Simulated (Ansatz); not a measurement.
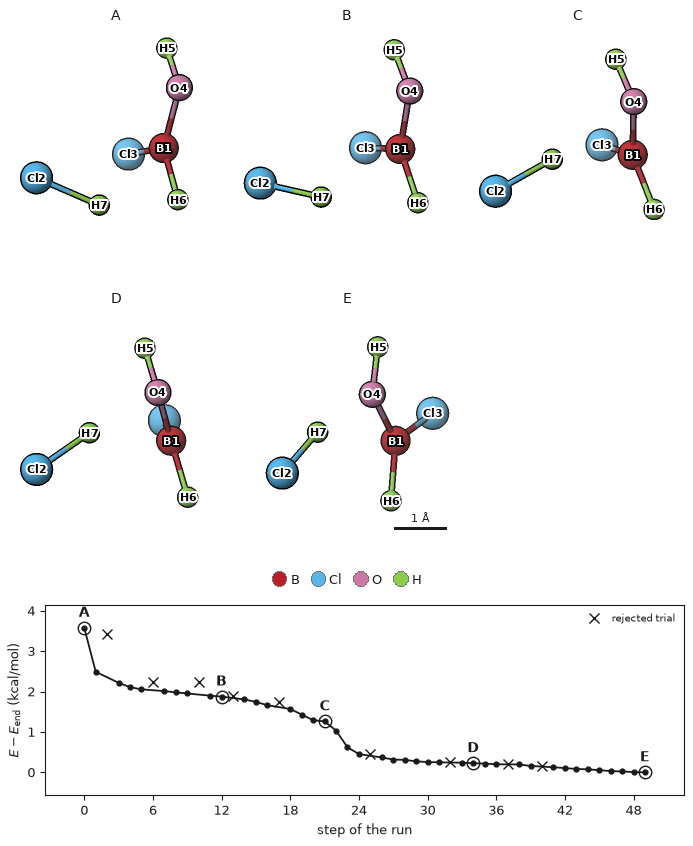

Frames of a relaxation of BH3OCl2, marked on the history of the run. Style: ball-and-stick. Shown from a free direction.

The run prepares an end point of a later path (reaction) calculation, from a guessed geometry.

These are results of RKS B3LYP-D4/def2-SVP (Ansatz), not measurements. Settings: no spin polarisation; force threshold 0.03 eV/Å; at most 50 steps.

**What happens along the run?**

The relaxation stopped without meeting its thresholds, so the last structure isn't shown to be converged. It used up its limit of 50 steps. After 40 accepted moves (49 points after the start) the energy has fallen by 3.58 kcal/mol. Largest force component: 0.9 eV/Å at the start, 0.055 eV/Å at the end. The line search rejected the trial steps at points 2, 6, 10, 13, 17, 25, 32, 37 and more of the run. The forces were under the threshold at step 27, but the run went on from there. The largest move after the best rigid fit is that of Cl3, 1.53 Å. Largest moves by element: Cl 1.53 Å, H 1.16 Å, O 0.88 Å, B 0.44 Å. Among the contacts that change: Cl2–H7 1.333 → 1.298 Å, B1–O4 1.339 → 1.350 Å. The run took 110 s on 1 thread of Arm Neoverse V2, with other jobs on the host, peak memory 0.15 GiB. From step 0 to 12: H7 moves most (0.58 Å), energy −1.70 kcal/mol. From step 12 to 21: H7 moves most (0.69 Å), energy −0.61 kcal/mol. From step 21 to 34: Cl atoms move most (0.52 Å), energy −1.04 kcal/mol. From step 34 to 49: Cl3 moves most (0.75 Å), energy −0.23 kcal/mol.
